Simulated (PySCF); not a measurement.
# SiHBr (SMILES [SiH]Br): levels of theory compared

We compute a comparison of 5 runs (MP2/STO-3G, CCSDT/STO-3G, CISD/STO-3G, CCSD(T)/STO-3G, FCI/STO-3G) of SiHBr. The job is set up through a Python script.

The calculation is run with PySCF 2.14.0.

4 further runs of the same task are left out: 4 set aside as unsound or not needed.

## 1. The system as given

The species is SiHBr (3 atoms), meant as a singlet with charge 0. SMILES: `[SiH]Br`. The Si1–H3 distance was set to 2.291 Å, away from the relaxed value. At this shape a bond of the SMILES string is far longer than usual.

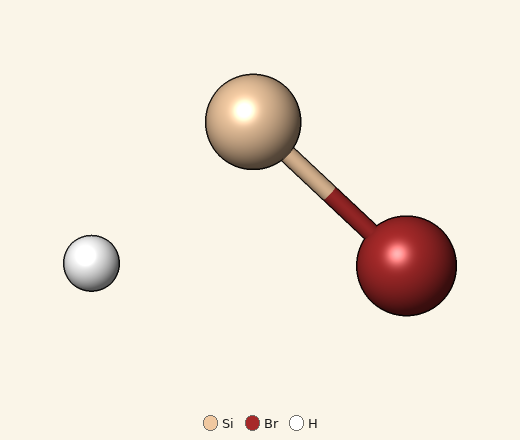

The structure, seen from a chosen angle (silicon light orange, bromine red, hydrogen white).

## 2. A single-point energy at MP2/STO-3G (run 1)

Input file start.xyz:

```xyz
3

Si    -0.573502     1.276971    -0.194854
Br     1.392098     1.156571     0.882646
H     -0.727100    -0.988300    -0.498600
```

Input file run.py:

```python
from pyscf import gto, scf, mp

mol = gto.M(
    atom='start.xyz',
    verbose=3,
    basis='sto-3g',
    max_memory=1860,
    spin=0,
)

mf = scf.RHF(mol)
mf.conv_tol = 1e-10
mf.kernel()
if not mf.converged:
    mf = mf.newton().run(mf.mo_coeff, mf.mo_occ)

pt = mp.MP2(mf, frozen=14).run()
energy = pt.e_tot
print('E = %.10f Eh' % energy)
```

Started as:

```console
$ OMP_NUM_THREADS=1 python run.py
```

The log of the run:

```text
converged SCF energy = -2830.69214265625
E(RMP2) = -2830.75532100902  E_corr = -0.0631783527630289
E(SCS-RMP2) = -2830.76434720616  E_corr = -0.0722045499100666
E = -2830.7553210090 Eh
```

Wall time 0.87 s (1 thread of Arm Neoverse V1, shared host); peak memory 0.11 GiB.

## 3. The energy at CCSDT/STO-3G (run 2)

Input file job.py:

```python
from pyscf import gto, scf, cc

molecule = gto.M(
    atom='''
Si    -0.573502     1.276971    -0.194854
Br     1.392098     1.156571     0.882646
H     -0.727100    -0.988300    -0.498600
''',
    spin=0,
    verbose=4,
    max_memory=1860,
    basis='sto-3g',
)

hf = scf.RHF(molecule)
hf.conv_tol = 1e-10
hf.kernel()
if not hf.converged:
    hf = hf.newton().run(hf.mo_coeff, hf.mo_occ)

mycc = cc.CCSDT(hf, frozen=14)
mycc.kernel()
e_tot = mycc.e_tot
print(f'total energy: {e_tot:.8f} hartree')
```

Started as:

```console
$ OMP_NUM_THREADS=1 python job.py
```

The log of the run:

```text
PySCF version 2.14.0

[INPUT] num. atoms = 3
[INPUT] num. electrons = 50
[INPUT] charge = 0
[INPUT] spin (= nelec alpha-beta = 2S) = 0
[INPUT] symmetry False subgroup None
[INPUT] Mole.unit = angstrom
[INPUT] Symbol           X                Y                Z      unit          X                Y                Z       unit  Magmom
[INPUT]  1 Si    -0.573502000000   1.276971000000  -0.194854000000 AA   -1.083761711890   2.413125459012  -0.368220694276 Bohr   0.0
[INPUT]  2 Br     1.392098000000   1.156571000000   0.882646000000 AA    2.630683958555   2.185602433614   1.667959204943 Bohr   0.0
[INPUT]  3 H     -0.727100000000  -0.988300000000  -0.498600000000 AA   -1.374019865171  -1.867616328908  -0.942217445708 Bohr   0.0

[... 44 lines left out ...]
converged SCF energy = -2830.69214265625
[... 16 lines left out ...]
WARN: A large `blksize` is being used, which may cause large memory consumption
[... 12 lines left out ...]
Init t2, MP2 energy = -2830.755321007782  E_corr(MP2) -0.063178351528
[... 17 lines left out ...]
RCCSDT converged
[... 3 lines left out ...]
total energy: -2830.79445237 hartree
```

Wall time 1.8 s (1 thread of Arm Neoverse V1, shared host); peak memory 0.1 GiB.

Run 3 isn't shown in full; the table further down has it.

## 4. A single-point energy at CCSD(T)/STO-3G (run 4)

Input file calc.py:

```python
from pyscf import gto, cc

mol = gto.M(
    atom='Si -0.573502 1.276971 -0.194854; Br 1.392098 1.156571 0.882646; H -0.727100 -0.988300 -0.498600',
    max_memory=1860,
    basis='sto-3g',
    verbose=3,
)

mf = mol.RHF()
mf.conv_tol = 1e-10
mf.kernel()
if not mf.converged:
    mf = mf.newton().run(mf.mo_coeff, mf.mo_occ)

mycc = cc.CCSD(mf, frozen=14)
mycc.kernel()
e_t = mycc.ccsd_t()
e_final = mycc.e_tot + e_t
print('E = %.10f Eh' % e_final)
```

Started as:

```console
$ OMP_NUM_THREADS=1 python calc.py
```

The log of the run:

```text
converged SCF energy = -2830.69214265625
E(CCSD) = -2830.792218207844  E_corr = -0.100075551589736
CCSD(T) correction = -0.00187921992140057
E = -2830.7940974278 Eh
```

It took 0.99 s on 1 thread of Arm Neoverse V1, shared host; peak memory 0.12 GiB.

## 5. A single-point energy at FCI/STO-3G (run 5)

Input file geometry.xyz:

```xyz
3
BrHSi
Si    -0.573502     1.276971    -0.194854
Br     1.392098     1.156571     0.882646
H     -0.727100    -0.988300    -0.498600
```

Input file calc.py:

```python
from pyscf import gto, scf, mcscf
from pyscf import fci

mol = gto.M(
    atom='geometry.xyz',
    basis='sto-3g',
    spin=0,
    verbose=3,
    max_memory=1860,
)

calc0 = scf.RHF(mol)
calc0.conv_tol = 1e-10
calc0.kernel()
if not calc0.converged:
    calc0 = calc0.newton().run(calc0.mo_coeff, calc0.mo_occ)

cas = mcscf.CASCI(calc0, calc0.mo_coeff.shape[-1] - 14, (mol.nelec[0] - 14, mol.nelec[1] - 14))  # full CI above the frozen core
cas.fcisolver = fci.direct_spin0.FCI(mol)  # even spin states alone
cas.kernel()
print('<S^2> = %.4f' % cas.fcisolver.spin_square(cas.ci, cas.ncas, cas.nelecas)[0])
energy = cas.e_tot
print('Final energy', energy)
```

Started as:

```console
$ OMP_NUM_THREADS=1 python calc.py
```

The log of the run:

```text
converged SCF energy = -2830.69214265625
CASCI E = -2830.79437591506  E(CI) = -173.836949755046  S^2 = 0.0000000
<S^2> = 0.0000
Final energy -2830.7943759150626
```

Run time: 3.9 s. Hardware: 1 thread of Arm Neoverse V1, shared host; peak memory 0.15 GiB.

## 6. All runs side by side

| run | level | energy (Eh) | dipole moment (D) of the reference | HOMO energy (eV) | LUMO energy (eV) | wall time |
| --- | --- | --- | --- | --- | --- | --- |
| 1 | MP2/STO-3G | -2830.755321 | 2.76 | -5.48 | 4.51 | 0.87 s |
| 2 | CCSDT/STO-3G | -2830.794452 | 2.76 | -5.48 | 4.51 | 1.8 s |
| 3 | CISD/STO-3G | -2830.786924 | 2.76 | -5.48 | 4.51 | 0.89 s |
| 4 | CCSD(T)/STO-3G | -2830.794097 | 2.76 | -5.48 | 4.51 | 0.99 s |
| 5 | FCI/STO-3G | -2830.794376 | 2.76 | -5.48 | 4.51 | 3.9 s |

## 7. What came out

| quantity | value |
| --- | --- |
| run 5: total energy | -2830.79438 Eh |
| run 5: dipole moment (Hartree–Fock density) | 2.76 D |
| run 5: HOMO energy (Hartree–Fock orbitals) | -5.48 eV |
| run 5: LUMO energy (Hartree–Fock orbitals) | 4.51 eV |
| run 5: HOMO–LUMO gap (Hartree–Fock orbitals) | 9.99 eV |
| run 5: correlation energy (14 core orbitals frozen) | -102.2 mEh |

What this shows: Against full CI in this basis: MP2 +39.1 mEh; CCSDT -0.1 mEh; CISD +7.5 mEh; CCSD(T) +0.3 mEh. In runs 1, 2, 3, 4, 5 the basis is minimal, so the values are rough. All runs together took 8.5 s, the longest 3.9 s.
